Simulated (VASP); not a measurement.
Band structure of Ge$_{6}$Si$_{2}$ (ordered alloy cell). Calculation: PBEsol GGA, VASP's PBE PAW potentials (set 64) (plane waves; VASP 6.6.1).

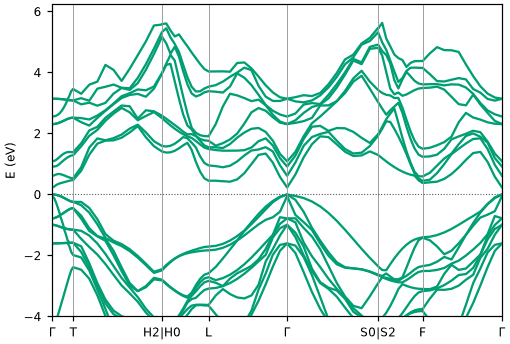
Figure. Bands along high-symmetry lines, zero at the valence-band maximum or, without a gap, the Fermi level

Task: Read the plot: is there a gap, and where are the band edges?

Result: The gap is direct, 0.23 eV, from the valence maximum at Γ to the conduction minimum at Γ. (Edges off the drawn lines would not show.)

The structure was generated: Ge6Si2 was put into an ordered model structure (R-3m), which need not be its known phase. It was relaxed first.
